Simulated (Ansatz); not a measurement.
**A failed many-body run on Diamond (Fd-3m, 2 atoms a cell)**

A first try at the G0W0 gap of Diamond (Fd-3m, 2 atoms a cell), what the program said, and an input that works.

Main program and level: Ansatz 0.2.0; G0W0 on PBE, plane waves, PAW; PAW set soft_1.

## Step 1: The starting structure

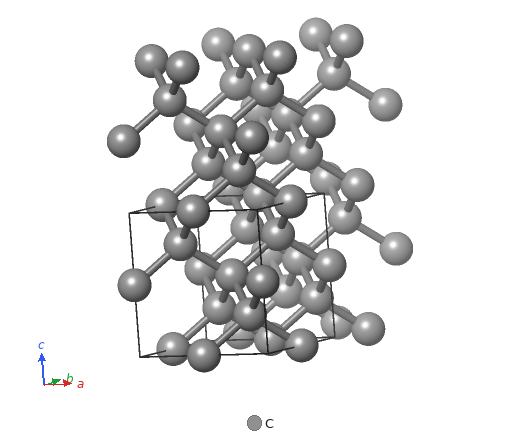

Start, viewed slightly off an axis; carbon grey. 1×2×2 cells are drawn. This picture shows the conventional cell, with its axes. Some periodic images of atoms are drawn too.

The cell and positions come from the Crystallography Open Database and are kept as given unless a step says otherwise.

## Step 2: First try

File input.yaml:

```yaml
crystal:
  lattice:
    - [0.0, 1.78337, 1.78337]
    - [1.78337, 0.0, 1.78337]
    - [1.78337, 1.78337, 0.0]
  atoms:
    - { symbol: C, position: [0.0, 0.0, 0.0] }
    - { symbol: C, position: [0.25, 0.25, 0.25] }
kpoints:
  mp_grid: { grid: [8, 8, 8] }
hamiltonian:
  xc: pbe
  pseudopotentials: { kind: paw, azcp: { folder: soft_1 } }
scf:
  occupations: { method: fixed }
gw:
  n_empty_bands: 2
  ecut_chi: 80
  qp_bands: [v2, c2]
  qp_kpoints: band_edges
  screening: { model: contour_deformation }
```

Command:

```bash
$ ansatz run input.yaml --threads 3 --pin off --max-ram 92160MiB --backend cuda --events-out ev --progress --plain --runs-dir out --devices 1 --max-vram 13GiB
```

Numbers of over 12 decimals in the logs are rounded to 6 here.

The log of the run:

```text
GPUs: using 1 of 1 available (devices: 1).
Engine: ansatz 0.2.0, x86_64-unknown-linux-gnu
Pseudopotentials: kind: paw
Pseudopotential: C, paw, valence charge 4, recommended cutoff 420 eV (normal), soft_1/C.paw.azcp
Functional definition: PBE
  parameter kappa = 0.804
  parameter beta = 0.066725
  exchange = pbe_x(kappa = kappa, mu = beta*pi^2/3)
  correlation = pbe_c(beta = beta)
device memory: the entry about to start is reckoned to put 0.3 GiB on a device that reports 58.5 GiB free (of which the cap on the GPU budget leaves the run 13.0 GiB)
GPU FFT provider: cuFFT
GPU libraries: cuBLAS 13.8.2, cuFFT 12.4.0, cuSOLVER 12.3.4
Crystal: 2 atoms, lattice volume = 11.344 Å³
Basis set: ecut = 420 eV, 229 PW (Γ)
Bands: 8, of which v1, the nominal top of the filled ones, is band 4 counted from 1 (3 counted from 0)
Symmetry: 48 space group operations
Space group: Fd-3m (ITA 227), of the structure as read, at distance tolerance 2.2e-5 Å
k-points: 29 of 512
Non-local potential: C, projectors of the file, l = 0: 2, l = 1: 2, l = 2: 1
PAW form: soft (Blöchl's): semilocal exchange-correlation on the pseudo side does not see the compensation charge
PAW one-centre angular grid: C, 110 points (default); XC on 64 Gauss nodes
Initial density: superposition of atomic densities (chi_scale 0.1, normalization cell)
Initial wavefunctions: pseudopotential atomic-orbital guess
GPU buffer pool allocated for 5832 grid points (all kernels)
GPU transforms: local potential and band sums: pruned to the plane-wave sphere, on 18×18×18
Functional: x = pbe(κ = 0.804, μ = 0.219515), c = pbe(β = 0.066725)
SCF iter   1: F=—  HF=-502.167542 eV  |F-HF|=—  |Δ(HF+E_count)|=         —  Δρ=1.39e-1  dr2=1.54e0  ethr=3.10e-3  ⟨swp⟩=4.0  Hψ=1373  notcnv=0  defer=47
preconditioner: auto → none  [insulator: Δε(μ)=4.822 eV  Ē_g=19.616 eV  n_scr=0 (ndim 8)  ℏωp=31.2 eV  f_vac=0.000  ε∞_Penn≈3.5]
SCF iter   2: F=—  HF=-501.665307 eV  |F-HF|=—  |Δ(HF+E_count)|=   5.02e-1  Δρ=5.56e-2  dr2=2.18e-1  ethr=3.10e-3  ⟨swp⟩=2.7  Hψ=635  notcnv=0  defer=42
SCF iter   3: F=—  HF=-501.613143 eV  |F-HF|=—  |Δ(HF+E_count)|=   5.22e-2  Δρ=5.96e-3  dr2=1.30e-3  ethr=2.72e-3  ⟨swp⟩=3.0  Hψ=414  notcnv=0  defer=50
SCF iter   4: F=—  HF=-501.613647 eV  |F-HF|=—  |Δ(HF+E_count)|=   5.04e-4  Δρ=2.75e-4  dr2=3.61e-6  ethr=1.62e-5  ⟨swp⟩=2.9  Hψ=355  notcnv=0  defer=56
SCF iter   5: F=-501.613649 eV  HF=-501.613649 eV  |F-HF|=6.66e-8  |Δ(HF+E_count)|=   2.09e-6  Δρ=3.58e-5  dr2=3.50e-8  ethr=1.25e-9  ⟨swp⟩=5.0  Hψ=1115  notcnv=0
SCF 1 converged in 5 iterations: F = -501.613649 eV  dr2 = 3.50e-8
[...]
device memory: the entry about to start is reckoned to put 0.4 GiB on a device that reports 58.5 GiB free (of which the cap on the GPU budget leaves the run 13.0 GiB)
NSCF: frozen V_eff on 29 k-points, pencils in batches of 32, up to order 32
[...]
device memory: the entry about to start is reckoned to put 0.3 GiB on a device that reports 60.6 GiB free (of which the cap on the GPU budget leaves the run 13.0 GiB)
NSCF: frozen V_eff on 29 k-points, pencils in batches of 32, up to order 44
SCF converged after 5 iterations
Free energy (F): -501.613649 eV
Harris-Foulkes:  -501.613649 eV  (|F-HF|=6.66e-8)
Internal energy: -501.613649 eV  (E = F + TS)
E sigma→0 (E₀):  -501.613649 eV
Fermi energy:    13.347481 eV
--- Per-component energies (eV) ---
  E_band       = 34.937870
  E_kinetic    = 179.785607
  E_local      = -110.390509  (includes V_loc(G=0)·N_el)
  E_nonlocal   = 45.822306
  E_hartree    = 26.465699
  E_xc         = -95.426043
  E_vxc        = -117.854629  (∫ρ·V_xc dr)
  E_paw        = -199.909389  (= ΣΔE_a)
  E_vpaw       = -15.356133  (= ΣTr[D̂ρ^β])
  E_aug_tail   = 0.000043  (compensation charges beyond the density's cutoff)
  E_ewald      = -347.961363
  E_smearing   = -0.000000  (= −TS)
  E_closure    = 0.000000  (closes the sum)
  Σ components = -501.613649   (vs F -501.613649, Δ=0.00e0)
--- Band table (eV; the first three rows and the last of 29) ---
  k-point 0: bands = ["-8.1402", "13.3475", "13.3475", "13.3475", "18.9397", "18.9397", "18.9397", "26.5977"]
  k-point 1: bands = ["-7.7079", "10.9318", "12.6943", "12.6943", "19.7965", "19.7965", "20.2203", "26.9709"]
  k-point 2: bands = ["-6.4242", "6.7537", "11.5977", "11.5977", "21.1373", "21.1373", "21.4784", "27.9260"]
  k-point 28: bands = ["1.3678", "1.3678", "5.0186", "5.0186", "23.9675", "23.9675", "25.6379", "25.6379"]
```

Run time: 7.8 s. Hardware: 1 × NVIDIA H100 80GB HBM3 (shared by 6 runs) with 3 threads of AMD EPYC 7R13 (Zen 3), shared host; peak memory 0.84 GiB.

**What went wrong?**

The self-consistent loop converged; the step after it was not made. The program's words: G₀W₀ refused: the quasiparticle rows reach c2, inside the degenerate multiplet of c1 to c3 at k-index 0, which gw.n_empty_bands = 2 cuts: a row's own level would stand in its own sum at a weight under one; raise gw.n_empty_bands to 3 or more, or end gw.qp_bands at v1 or below

The fault: two empty bands. The screening and the self-energy are sums over empty states, and two bands hold almost none of them; where the cut also splits a degenerate level, the program refuses for that.

## Step 3: A better input

G0W0 replaces the xc potential by the self-energy, built once from these orbitals. Only a window of levels is corrected, while the sums run over the empty bands that the input names. This step takes PAW set soft_1 files.

Edit input.yaml of step 2 so:

```diff
@@ -9,3 +9,3 @@
 kpoints:
-  mp_grid: { grid: [8, 8, 8] }
+  mp_grid: { grid: [10, 10, 10] }
 hamiltonian:
@@ -16,4 +16,4 @@
 gw:
-  n_empty_bands: 2
-  ecut_chi: 80
+  n_empty_bands: 47
+  ecut_chi: 150.0
   qp_bands: [v2, c2]
```

The log of the run:

```text
GPUs: using 1 of 1 available (devices: 1).
[...]
GPU FFT provider: cuFFT
GPU libraries: cuBLAS 13.8.2, cuFFT 12.4.0, cuSOLVER 12.3.4
Crystal: 2 atoms, lattice volume = 11.344 Å³
Basis set: ecut = 420 eV, 229 PW (Γ)
Bands: 8, of which v1, the nominal top of the filled ones, is band 4 counted from 1 (3 counted from 0)
[... 1 set-up line as in the run before ...]
[...]
k-points: 47 of 1000
[...]
GPU buffer pool allocated for 5832 grid points (all kernels)
[...]
SCF iter   1: F=—  HF=-502.168020 eV  |F-HF|=—  |Δ(HF+E_count)|=         —  Δρ=1.39e-1  dr2=1.54e0  ethr=3.10e-3  ⟨swp⟩=4.0  Hψ=2232  notcnv=0  defer=69
[...]
SCF iter   5: F=-501.614362 eV  HF=-501.614362 eV  |F-HF|=6.55e-8  |Δ(HF+E_count)|=   2.10e-6  Δρ=3.58e-5  dr2=3.50e-8  ethr=1.25e-9  ⟨swp⟩=5.0  Hψ=1792  notcnv=0
SCF 1 converged in 5 iterations: F = -501.614362 eV  dr2 = 3.50e-8
[...]
0     3     13.3471   -20.0607     1.7088   -17.7676  0.8290    12.7617    12.7629  root
     0     4     13.3471   -20.0607     1.7088   -17.7676  0.8290    12.7617    12.7629  root
     0     5     18.9394   -10.2914    -4.9946   -16.3866  0.8291    20.0452    20.0400  root
     0     6     18.9394   -10.2914    -4.9946   -16.3866  0.8291    20.0452    20.0400  root
     1     3     12.9002   -20.0418     1.8148   -17.6221  0.8278    12.2940    12.2953  root
     1     4     12.9002   -20.0418     1.8148   -17.6221  0.8278    12.2940    12.2953  root
     1     5     19.5249   -10.2557    -5.1605   -16.5453  0.8268    20.6598    20.6540  root
     1     6     19.5249   -10.2557    -5.1605   -16.5453  0.8268    20.6598    20.6540  root
[...]
46     3      5.2178   -20.8005     4.1230   -15.5774  0.7912     4.1063     4.1178  root
    46     4      5.2178   -20.8005     4.1230   -15.5774  0.7912     4.1063     4.1178  root
    46     5     22.7203    -8.3967    -5.9901   -15.3368  0.8218    23.6762    23.6703  root
    46     6     22.7203    -8.3967    -5.9901   -15.3368  0.8218    23.6762    23.6703  root
[key lines of the parts left out:]
SCF converged after 5 iterations
Free energy (F): -501.614362 eV
Fermi energy:    13.347118 eV
```

Run time: 55 s. Hardware: 1 × NVIDIA H100 80GB HBM3 (shared by 6 runs) with 3 threads; peak memory 0.97 GiB; 67 s of CPU time.

This step gave:

| Property | Result |
| --- | --- |
| bands summed | 51 |
| RPA ε∞ on this mesh (eigenvalues) | 5.560, 5.560, 5.560 |
| plane waves in the screening matrix | 59 |
| q-points in the mesh | 1000 |
| G0W0 gap on the mesh | 5.422 eV |
| k of the valence top | 0, 0, 0 |
| k of the conduction bottom | 0, 0.4, 0.4 |
| starting gap on the mesh | 4.179 eV |
| Z at the valence top | 0.8290 |
| Z at the conduction bottom | 0.8406 |
| least direct G0W0 gap on the computed points | 7.277 eV |

The gap on the mesh goes from 4.18 eV to 5.42 eV, a correction of +1.24 eV. Between the two edge states, bare exchange in place of the xc potential would open the gap by 7.75 eV, and correlation takes back 6.51 eV.

## Step 4: Outcome

```json
{"first try": "the many-body step was refused after 7.8 s", "better run": "G0W0 gap on the mesh 5.42 eV (10×10×10 mesh, 47 empty bands, screening to 150 eV, PAW set soft_1 files)"}
```

**Reading.** The second run differs in: mesh, empty bands and screening cutoff (eV). Bands and cutoff are finite, so the gap is not at the basis limit. The miss can reach some tenths of an eV and take either sign; the mesh is an error of its own.

[Paths, hosts, dates, memory and timing lines, banners, echoed tables and standing remarks are left out of the program output.]

[Logs are printed without paths, hosts, clocks, repeated set-up lines and the standing remarks that a program may print on its own settings, such as how far it seeks lower states.]

[Runs of the session that timed out or met a known fault of the program may be left out.]

[Cells called generated may have been cut or substituted from an entry of the Crystallography Open Database or the Materials Project.]

[Hosts, paths, dates, database ids (printed as entryN), source tags and the programs' standing remarks are cut or masked in the printed files.]
